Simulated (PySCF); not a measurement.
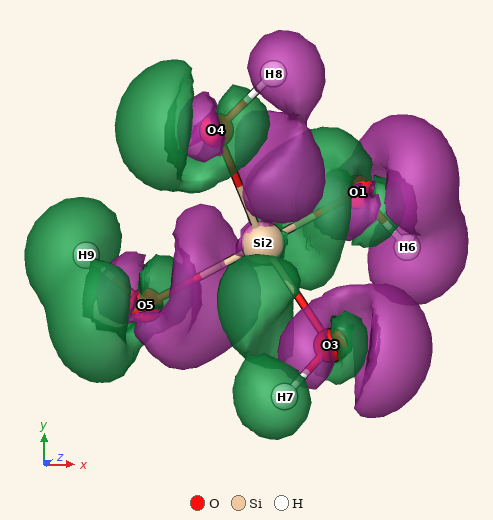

*H₄O₄Si, SMILES `O[Si](O)(O)O`. Change of the electron density in a uniform field of 0.41 V/Å, surfaces at ±0.003 e/Å³ (green: gain, purple: loss).*

Level of theory: ωB97X/6-31+G* (PySCF), at a geometry from GFN2-xTB. No frequency check shows the geometry to be a minimum. The basis has diffuse s and p functions alone, which still leaves polarisabilities too small, most of all across bonds.

The field was applied in both directions; the picture shows the one opposite to the script's first.

> Along which Cartesian direction does the field point?

Along +x: electrons gather on the −x side, against the field.

> What dipole is induced, and what polarisability does it imply?

The induced dipole is 0.71 D (along the field); α along this axis, from the fields in both directions, is 35 bohr³ (5.2 Å³).
